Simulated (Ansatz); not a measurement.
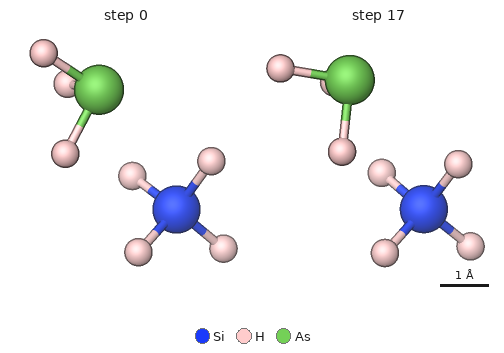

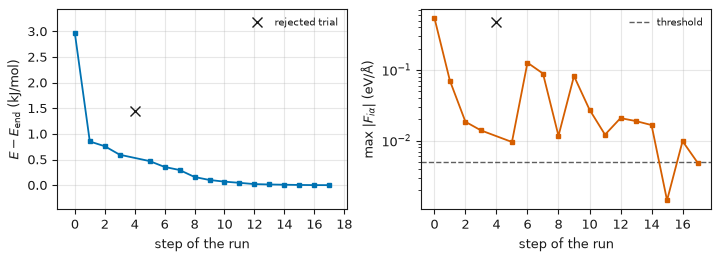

First and last geometry of a relaxation of SiAsH$_{7}$, with the history of the run. Style: ball-and-stick. Shown from a free direction.

Computed with RKS PBE0-D4/def2-TZVP (Ansatz 0.2.0). Settings: force threshold 0.005 eV/Å; at most 200 steps.

Question: What do the curves and the structures tell?

Answer: It converged. An H atom moves most after the best rigid fit: 0.52 Å. Largest moves by element: H 0.52 Å, As 0.22 Å, Si 0.11 Å. Near-neighbour distances that change, for instance: As–H 1.541 → 1.522 Å, H–Si 1.503 → 1.485 Å. Over 16 accepted moves (17 points after the start) the energy falls by 2.97 kJ/mol. The largest force component goes from 0.55 to 0.0048 eV/Å. The line search rejected the trial step at point 4 of the run. The forces were under the threshold at step 15, but the run went on from there. The run took 24 s on 4 threads of Arm Neoverse V1 (shared host).

Limits of the set-up: the start holds two separate molecules, 3.3 Å apart at their closest, whose relative position is a soft coordinate.
